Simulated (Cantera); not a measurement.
Feed: 1 mol Al, 78 mol N2, 1 mol H2, at 2248 K.

Method: chemical equilibrium by Gibbs-energy minimisation in Cantera with the NASA 1993 tables (ideal gas, pure condensed phases). Candidate condensed phases: Al, AlN; 13 gas species. Kinetics and transport are ignored.

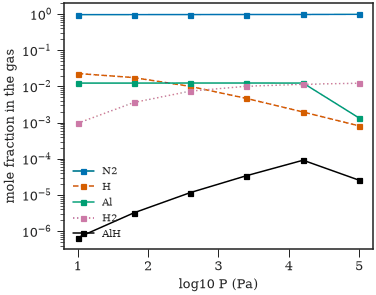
*Equilibrium gas composition (values under 1e-9 drawn at 1e-9)*

From 0.0750 Torr to 120 Torr nothing is condensed. At 750 Torr the condensed part is AlN(s). The main Al-bearing gas is Al throughout.
